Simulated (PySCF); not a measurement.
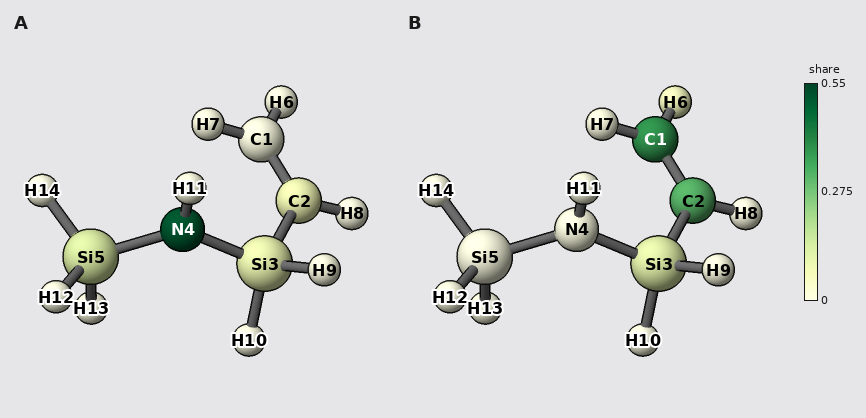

Each panel colours the atoms by their Löwdin share in one orbital (up to four of the largest shares; other atoms are shown as zero). The geometry was computed by an optimisation with PBE0-D3(BJ)/def2-SVP. No frequency run is at hand to confirm it as a minimum. Computed with PBE0/aug-cc-pVDZ (PySCF 2.14.0).

> The panels show the HOMO, LUMO, in some order. Which is which?

A: HOMO, −7.38 eV; N4 0.51, Si5 0.12, Si3 0.08, C2 0.07
B: LUMO, −0.46 eV; C1 0.38, C2 0.31, Si3 0.10, H6 0.05
